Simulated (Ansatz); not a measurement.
## Hypothetical CsCl type LaAs: pressure series

Base system: LaAs in the CsCl type structure (space group Pm-3m, No. 221; a = 3.744 Å; a hypothetical phase, not in the database extracts checked).

Cell and atoms are relaxed at each pressure.

All numbers come from PBE, PAW, 420 eV (Ansatz, a first-principles code; without spin-orbit coupling).

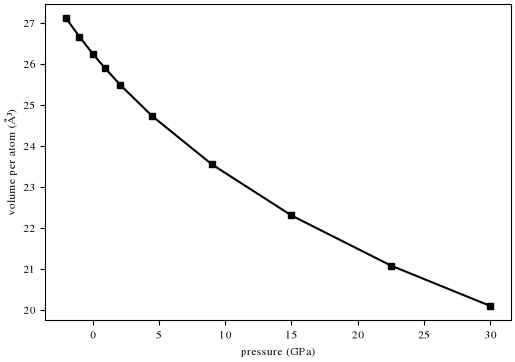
Fig. 1. Volume per atom against pressure

Task: From the plot, what is the volume per atom for pressure 30 GPa?

Result: About 20.1 Å³.

Task: Is the trend monotonic over the range shown?

Result: Yes, it falls throughout, spanning 20.09 Å³ to 27.11 Å³.

Load acts through the strain it causes; cell and atoms are relaxed under it. Whether these cells are dynamically stable was not tested. Competing high-pressure phases were not computed. The final runs are not spin-polarised.
